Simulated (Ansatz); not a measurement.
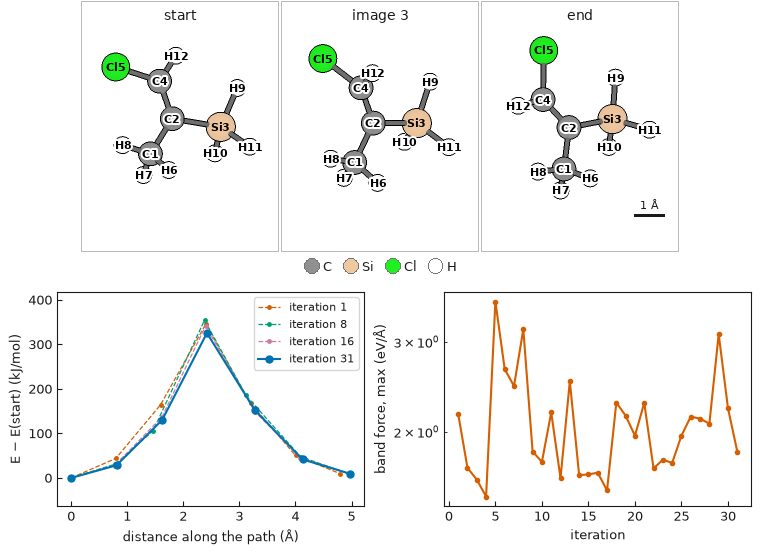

A search for the minimum-energy path of C$_{3}$H$_{7}$ClSi by the nudged elastic band. Images are numbered from 0 (start) to 6 (end). The plot follows the band through its iterations. Style: ball-and-stick. Shown at a tilt.

All numbers below come from RKS PBE0-D4/def2-SVP in Ansatz 0.2.0. Set-up: 5 movable images; climbing image from the first iteration; force threshold 0.03 eV/Å; iteration limit 31; optimiser L-BFGS; starting path by image-dependent pair potential.

Q: How did the profile develop, and is the result final?

A: The result isn't final. The band hadn't converged when the run stopped after 31 iterations. The largest component of the band force went from 2.2 to 1.8 eV/Å. The barrier read from it is provisional: over the last two iterations the highest image moved from 345.9 kJ/mol to 325.4 kJ/mol. The first iteration put the highest image at 345.4 kJ/mol. Forward barrier 325.4 kJ/mol, backward barrier 316.1 kJ/mol, with image 3 at the top; the reaction energy is +9.3 kJ/mol.

The run took 10 min on 2 threads of Intel(R) Xeon(R) Platinum 8488C (Sapphire Rapids), on a shared host, peak memory 0.32 GiB.
